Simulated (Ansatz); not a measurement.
Cl₃FGe (SMILES [F][Ge]([Cl])([Cl])[Cl])

Input file:

```
crystal:
  periodic: [false, false, false]
  atoms:
    - {symbol: Cl, position_ang: [1.480581, -1.440132, 0.464913]}
    - {symbol: Cl, position_ang: [-1.287740, -0.688266, -1.518498]}
    - {symbol: Cl, position_ang: [0.843079, 1.861590, -0.459749]}
    - {symbol: F, position_ang: [-0.970016, 0.202082, 1.441803]}
    - {symbol: Ge, position_ang: [-0.016004, -0.008974, 0.030132]}
basis:
  gaussian:
    orbitals: def2-TZVPD
magnetization:
  spin_polarized: false
  initial_magnetization: 0
hamiltonian:
  xc: pbe0
output:
  forces: true
  orbitals: {seedname: orbitals}
```

Run with:

```sh
ansatz run input.yaml --threads 2 --pin off --max-ram 5220MiB --events-out events.jsonl --progress --plain --runs-dir runs
```

Geometry: PBE0-D4/def2-SVP.

The calculation used isolated molecule in a Gaussian basis; Kohn-Sham density functional theory, functional PBE0 in Ansatz 0.2.0.

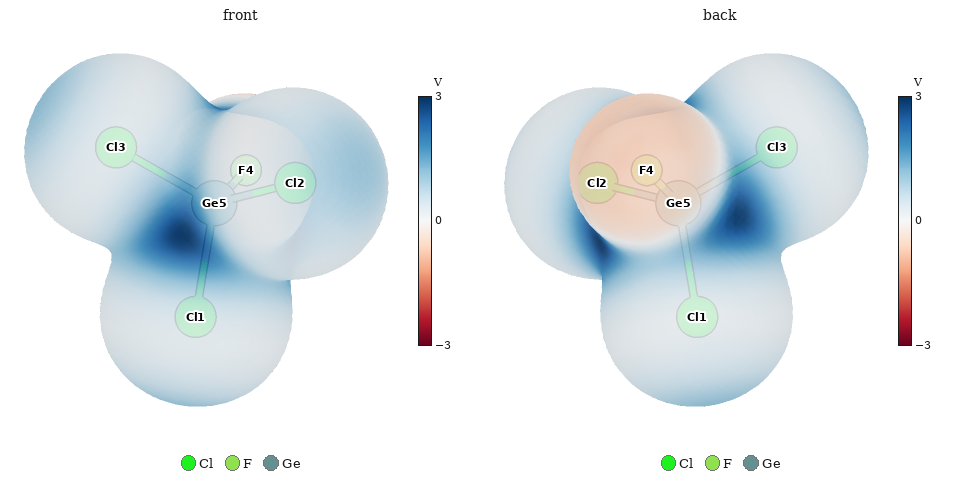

Figure 1. The electrostatic potential painted on the density surface at 0.004 e/bohr³, seen from the front and from behind; red is negative and blue positive.

Where is the surface potential most negative and most positive?

The most negative region (about −0.7 V) lies over F4, the most positive (about +2.9 V) over Ge5. Cl1 shows a σ-hole: about +1.1 V at the tip opposite its bond, against about +0.2 V on its flanks. Cl2 shows a σ-hole: about +1.1 V at the tip opposite its bond, against about +0.2 V on its flanks. Cl3 shows a σ-hole: about +1.1 V at the tip opposite its bond, against about +0.2 V on its flanks.

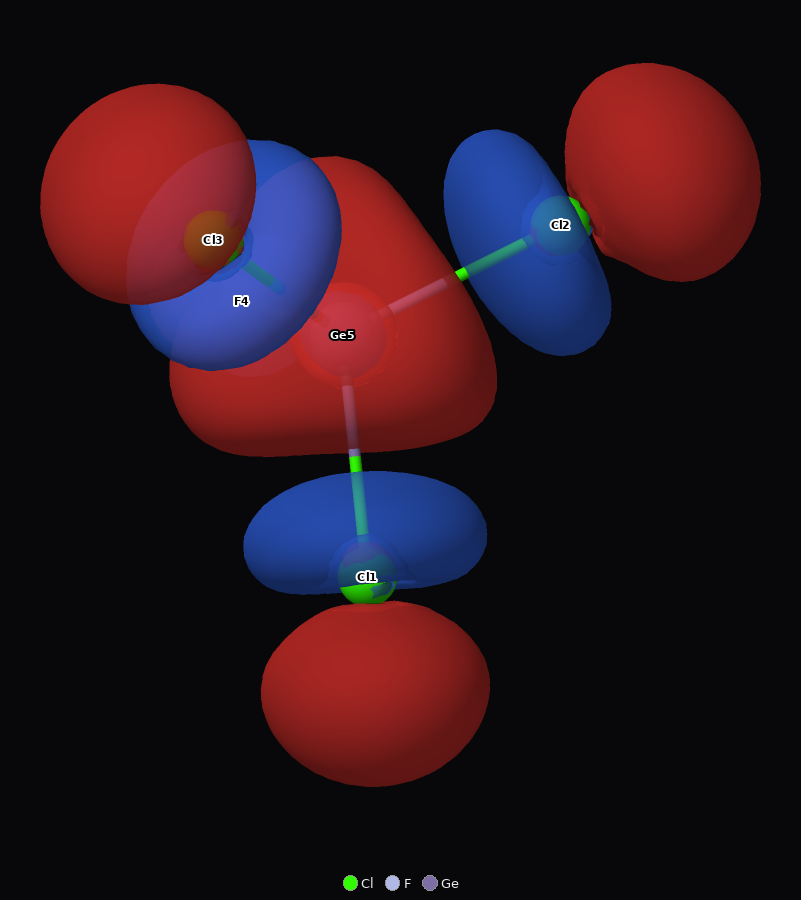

Figure 2. The LUMO at ±0.08 Å⁻³ᐟ² (red and blue are the two phases), seen at a tilt.

What is the character of this orbital?

By Hirshfeld shares it lies mainly on Ge5 (about 30 %), Cl1 (about 20 %), Cl3 (about 20 %), Cl2 (about 20 %) and F4 (about 5 %). Its energy is −2.30 eV.

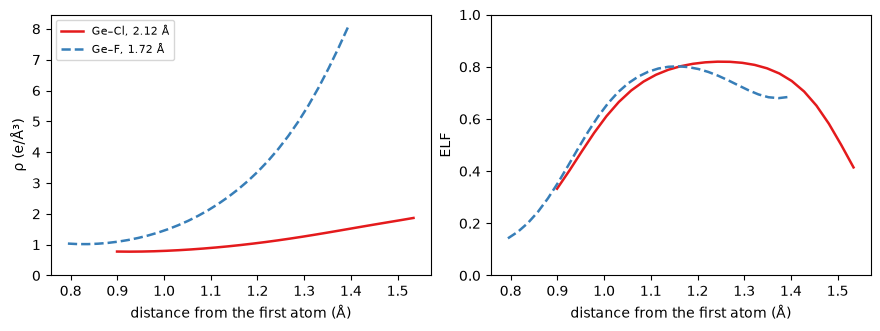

Figure 3. Total electron density and ELF along straight lines between neighbouring atoms. The curves leave out the atomic cores.

Compare the contacts.

Ge–Cl (2.12 Å): ρ at the midpoint is about 0.85 e/Å³; the ELF peaks at about 0.80 in the valence shell of Cl, 0.9 Å from its nucleus, and is about 0.70 at the midpoint.
Ge–F (1.72 Å): ρ is about 1 e/Å³ halfway; the ELF peaks at about 0.80 in the valence shell of F, 0.6 Å from its nucleus, and is about 0.25 at the midpoint.
